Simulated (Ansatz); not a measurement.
Molecular dynamics, with input and output: C2H4Cl2Si (part 2 of 2)

The same run, continued: C2H4Cl2Si, SMILES C=C[SiH](Cl)Cl; RKS BLYP-d4/6-31G* (Ansatz 0.2.0). The geometry comes from this level: PBE0-D4/def2-TZVP.

Geometry of the input (Å):
```
C  -0.1766  0.8307  1.3381
C  -0.5549  -0.1202  0.4885
Si 0.4053  -0.4444  -1.0465
Cl 1.0913  -2.3730  -1.0659
Cl -0.7760  -0.1791  -2.6972
H  0.7031  1.4428  1.1576
H  -0.7258  1.0422  2.2508
H  -1.4415  -0.7118  0.7047
H  1.5637  0.4666  -1.1471
```

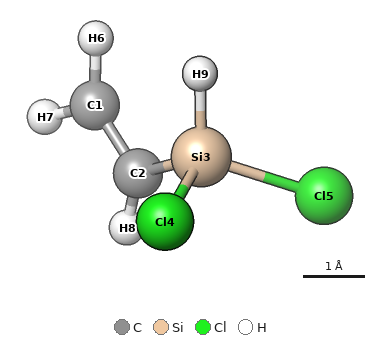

Figure 1. The geometry at step 20 of the log (ball-and-stick view, seen at a tilt; atoms are numbered from 1 in the order of the input).

## Output, continued
```
md step    48: t =    24.00 fs  T =   877.1 K  F+E_penalty+E_count = -35061.22535540 eV  E_kin = 0.793627 eV  conserved = -35060.43172843 eV  (31 SCF iters, 3 dispersion substeps)
md step    49: t =    24.50 fs  T =   865.7 K  F+E_penalty+E_count = -35061.21574338 eV  E_kin = 0.783322 eV  conserved = -35060.43242159 eV  (33 SCF iters, 3 dispersion substeps)
these checks for a lower state are left out or cut short: starts, cluster_reference, orbital_swaps, neighbouring_geometries, increment
1162 factors; their error is unknown
mean field -35060.68234419 eV, -1288.4563111648 hartree, gradient 7.2e-6 eV, S^2 0.000000; 0 other end points of the search recorded, 0 dependent functions left out
the calculation of the forces begins
reference -35060.68267451 eV, -1288.4563233042 hartree; 32, 32 occupied and 63, 63 virtual orbitals, 1162 factors
1162 factors; their error is unknown
mean field evaluation 416: about -35060.6748 eV, gradient 5.7e0 eV
mean field -35060.68234419 eV, -1288.4563111648 hartree, gradient 1.6e-5 eV, S^2 0.000000; 1 other end points of the search recorded, 0 dependent functions left out
the calculation of the forces begins
reference -35060.68267451 eV, -1288.4563233042 hartree; 32, 32 occupied and 63, 63 virtual orbitals, 1162 factors
md step    50: t =    25.00 fs  T =   870.8 K  F+E_penalty+E_count = -35061.22129852 eV  E_kin = 0.787879 eV  conserved = -35060.43342001 eV  (30 SCF iters, 3 dispersion substeps)
Total energy: -35061.22162885 eV, -1288.4761295106 hartree
Atom 0 at     0.027632     0.651806     1.409345 Å, force    -0.521780     0.566640     0.848392 eV/Å
Atom 1 at    -0.701550    -0.060182     0.550924 Å, force    -1.347671    -2.292521    -0.414429 eV/Å
Atom 2 at     0.339497    -0.426807    -1.020303 Å, force    -1.718824    -0.415283    -0.380777 eV/Å
Atom 3 at     1.161931    -2.376131    -0.969414 Å, force    -0.244233     0.428269    -0.116859 eV/Å
Atom 4 at    -0.828052    -0.142110    -2.870059 Å, force     0.784080    -0.260121     1.213773 eV/Å
Atom 5 at     0.962251     1.008285     1.116148 Å, force     1.976444     0.706228    -1.054133 eV/Å
Atom 6 at    -0.108062     1.078541     2.397500 Å, force    -1.117815    -0.513198     0.636254 eV/Å
Atom 7 at    -1.680912    -0.656446     0.822630 Å, force     1.620318     1.445353    -0.524301 eV/Å
Atom 8 at     1.419793     0.543564    -1.008279 Å, force     0.569480     0.334632    -0.207921 eV/Å
Dipole moment:     0.058712     0.286412     0.565978 e Å
```

## Trajectory as extended XYZ (Å, eV, eV/Å), 11 of the 51 frames kept, from step=0 to step=50
```
9
Properties=species:S:1:pos:R:3:forces:R:3 step=0 time_fs=0.0 energy=-35061.79530 temperature=1500.0
C    -0.1766    0.8307    1.3381    0.2034   0.5349   0.4870
C    -0.5549   -0.1202    0.4885   -0.2225  -0.5394  -0.4725
Si    0.4053   -0.4444   -1.0465    0.1861   0.3663   0.2808
Cl    1.0913   -2.3730   -1.0659    0.3115  -0.7766   0.0200
Cl   -0.7760   -0.1791   -2.6972   -0.4783   0.1517  -0.6698
H     0.7031    1.4428    1.1576    0.2553   0.2135  -0.0045
H    -0.7258    1.0422    2.2508   -0.1411   0.1045   0.3033
H    -1.4415   -0.7118    0.7047   -0.2761  -0.1918   0.0568
H     1.5637    0.4666   -1.1471    0.1618   0.1369  -0.0011
9
Properties=species:S:1:pos:R:3:forces:R:3 step=5 time_fs=2.5 energy=-35061.37092 temperature=1038.8
C    -0.1394    0.8157    1.3197   -2.4433  -1.4104   1.2716
C    -0.5590   -0.1283    0.4645   -2.1699  -0.7085   1.2236
Si    0.3929   -0.4418   -1.0217    1.1427   0.5989  -1.1667
Cl    1.0981   -2.3710   -1.0564    0.2180  -0.6644   0.0323
Cl   -0.7845   -0.1752   -2.7188   -0.1047   0.0862  -0.1759
H     0.6410    1.4618    1.3149    3.1820   1.7868  -1.2352
H    -0.6061    1.0164    2.2730   -1.0130  -0.3071   0.4994
H    -1.5436   -0.7226    0.7289    1.8535   0.9850  -0.5040
H     1.6204    0.4762   -1.1116   -0.6653  -0.3666   0.0549
9
Properties=species:S:1:pos:R:3:forces:R:3 step=10 time_fs=5.0 energy=-35061.25254 temperature=905.0
C    -0.1115    0.7963    1.3080    0.2612   1.2970   2.4108
C    -0.5731   -0.1394    0.4464   -1.6645   0.4609   2.1253
Si    0.3827   -0.4380   -0.9994    1.5997   0.4385  -2.3594
Cl    1.1053   -2.3700   -1.0468    0.1272  -0.5417   0.0401
Cl   -0.7932   -0.1711   -2.7408    0.1919   0.0302   0.2312
H     0.7293    1.5568    1.4012   -0.1621  -1.2460  -1.6692
H    -0.5413    0.9730    2.3187   -0.8367  -0.5587  -0.4446
H    -1.5470   -0.6819    0.7261    1.3915   0.5523  -0.3804
H     1.6403    0.4661   -1.0731   -0.9082  -0.4325   0.0462
9
Properties=species:S:1:pos:R:3:forces:R:3 step=15 time_fs=7.5 energy=-35061.04591 temperature=678.6
C    -0.0835    0.7820    1.3078    0.7016   1.5234   2.3872
C    -0.5943   -0.1477    0.4385    1.6930   2.7798   1.8313
Si    0.3759   -0.4333   -0.9819    1.2203  -0.0908  -2.9903
Cl    1.1127   -2.3699   -1.0372    0.0508  -0.4167   0.0392
Cl   -0.8016   -0.1670   -2.7623    0.4250  -0.0105   0.5486
H     0.8212    1.5903    1.3912   -1.5575  -2.3015  -1.4768
H    -0.5252    0.8991    2.3405   -0.3274  -0.2527  -0.9120
H    -1.4815   -0.6154    0.7052   -1.7484  -1.1946   0.5951
H     1.6091    0.4323   -1.0322   -0.4573  -0.0364  -0.0222
9
Properties=species:S:1:pos:R:3:forces:R:3 step=20 time_fs=10.0 energy=-35061.29525 temperature=950.8
C    -0.0526    0.7746    1.3190   -0.6459  -0.3599   0.7963
C    -0.6084   -0.1430    0.4400    1.6843   2.8210   2.0649
Si    0.3716   -0.4289   -0.9709    0.1116  -0.9171  -3.1878
Cl    1.1202   -2.3706   -1.0275   -0.0115  -0.2792   0.0293
Cl   -0.8092   -0.1629   -2.7829    0.6109  -0.0416   0.7953
H     0.8293    1.4954    1.2954   -0.7743  -1.2556  -0.7711
H    -0.5300    0.8114    2.3140   -0.0715   0.3449  -0.1498
H    -1.5024   -0.6099    0.7145   -1.4364  -0.9940   0.5350
H     1.5536    0.3980   -0.9927    0.5328   0.6815  -0.1121
9
Properties=species:S:1:pos:R:3:forces:R:3 step=25 time_fs=12.5 energy=-35061.23821 temperature=891.2
C    -0.0260    0.7648    1.3343   -3.7269  -3.1710  -0.3337
C    -0.6153   -0.1250    0.4519   -1.2838   0.7101   2.4997
Si    0.3676   -0.4264   -0.9666   -0.5422  -1.2427  -3.0936
Cl    1.1277   -2.3717   -1.0178   -0.0682  -0.1214   0.0170
Cl   -0.8158   -0.1589   -2.8022    0.7518  -0.0739   0.9931
H     0.8058    1.3362    1.1517    2.2622   1.4032  -0.3785
H    -0.5394    0.7441    2.2800    0.1368   0.8877   0.8858
H    -1.5965   -0.6569    0.7515    1.5747   0.6996  -0.4212
H     1.5268    0.4022   -0.9597    0.8956   0.9085  -0.1686
9
Properties=species:S:1:pos:R:3:forces:R:3 step=30 time_fs=15.0 energy=-35061.26775 temperature=921.3
C    -0.0151    0.7414    1.3482   -1.3807  -1.4031  -0.8644
C    -0.6276   -0.1031    0.4757   -1.8197  -0.7175   1.2951
Si    0.3626   -0.4263   -0.9689   -0.1767  -0.5604  -2.6080
Cl    1.1351   -2.3731   -1.0081   -0.1182   0.0298   0.0021
Cl   -0.8212   -0.1550   -2.8198    0.8389  -0.1145   1.1349
H     0.8847    1.2370    0.9907    0.2084   0.4510   0.9165
H    -0.5391    0.7284    2.2936    0.6268   1.1160   0.8645
H    -1.6110   -0.6693    0.7678    1.7543   0.9777  -0.5072
H     1.5471    0.4558   -0.9369    0.0670   0.2210  -0.2335
9
Properties=species:S:1:pos:R:3:forces:R:3 step=35 time_fs=17.5 energy=-35061.16426 temperature=807.8
C    -0.0116    0.7109    1.3583    1.2255   0.7726  -0.2667
C    -0.6479   -0.0843    0.5055    0.1723  -0.7507  -0.9380
Si    0.3572   -0.4275   -0.9768    0.1111   0.2304  -1.9150
Cl    1.1422   -2.3744   -0.9983   -0.1542   0.1460  -0.0191
Cl   -0.8251   -0.1513   -2.8355    0.8725  -0.1585   1.2092
H     0.9810    1.1694    0.8831   -1.8326  -0.3042   2.1527
H    -0.5014    0.7770    2.3538    1.0794   0.8551  -0.1361
H    -1.5335   -0.6307    0.7576   -0.7817  -0.3165   0.2110
H     1.5722    0.5229   -0.9281   -0.6922  -0.4742  -0.2979
9
Properties=species:S:1:pos:R:3:forces:R:3 step=40 time_fs=20.0 energy=-35061.16317 temperature=808.2
C    -0.0027    0.6839    1.3674    1.7288   1.8154   1.2465
C    -0.6674   -0.0690    0.5309    1.4892  -0.6896  -2.4468
Si    0.3520   -0.4282   -0.9888   -0.0641   0.5627  -1.3150
Cl    1.1491   -2.3754   -0.9886   -0.1858   0.2418  -0.0453
Cl   -0.8276   -0.1479   -2.8492    0.8720  -0.1974   1.2437
H     0.9796    1.0885    0.8970   -1.2854   0.0644   1.8231
H    -0.4023    0.8749    2.4073    0.8934   0.2179  -0.8727
H    -1.5029   -0.6120    0.7597   -2.6189  -1.3092   0.6831
H     1.5590    0.5639   -0.9368   -0.8292  -0.7060  -0.3166
9
Properties=species:S:1:pos:R:3:forces:R:3 step=45 time_fs=22.5 energy=-35061.37259 temperature=1036.2
C     0.0137    0.6652    1.3828   -0.6885   1.0489   2.5109
C    -0.6817   -0.0584    0.5451   -1.4070  -2.7164  -1.6887
Si    0.3465   -0.4278   -1.0037   -0.6918   0.3389  -0.8264
Cl    1.1557   -2.3761   -0.9789   -0.2193   0.3402  -0.0780
Cl   -0.8285   -0.1448   -2.8607    0.8496  -0.2298   1.2567
H     0.9163    1.0159    1.0106    2.1210   1.2323  -0.2562
H    -0.2535    0.9861    2.4143   -0.0417  -0.3527  -0.4663
H    -1.5990   -0.6526    0.7947    0.4404   0.7597  -0.1706
H     1.4990    0.5651   -0.9642   -0.3627  -0.4212  -0.2815
9
Properties=species:S:1:pos:R:3:forces:R:3 step=50 time_fs=25.0 energy=-35061.22130 temperature=870.8
C     0.0276    0.6518    1.4093   -0.5218   0.5666   0.8484
C    -0.7016   -0.0602    0.5509   -1.3477  -2.2925  -0.4144
Si    0.3395   -0.4268   -1.0203   -1.7188  -0.4153  -0.3808
Cl    1.1619   -2.3761   -0.9694   -0.2442   0.4283  -0.1169
Cl   -0.8281   -0.1421   -2.8701    0.7841  -0.2601   1.2138
H     0.9623    1.0083    1.1161    1.9764   0.7062  -1.0541
H    -0.1081    1.0785    2.3975   -1.1178  -0.5132   0.6363
H    -1.6809   -0.6564    0.8226    1.6203   1.4454  -0.5243
H     1.4198    0.5436   -1.0083    0.5695   0.3346  -0.2079
```

## Results in brief

```tsv
quantity	value
outcome	finished
mean temperature over the second half	883 K
trajectory	50 steps, 25 fs
ensemble	nve
temperature in the input	1500 K
time step	0.5 fs
potential energy (last step)	−35061.2216 eV
mean-field energy (last step)	−35060.6827 eV
dispersion energy (last step)	−0.5390 eV
SCF solution under orbital rotations (last step)	stable
largest force (length of the vector) (last step)	2.691 eV/Å
dipole moment (last step)	3.06 D
hardware	4 threads of AMD EPYC, 15 GiB of memory available, shared host
wall time	18 s (CPU time 65 s)
peak memory	0.16 GiB
```

## Remarks

So short a trajectory is not equilibrated.
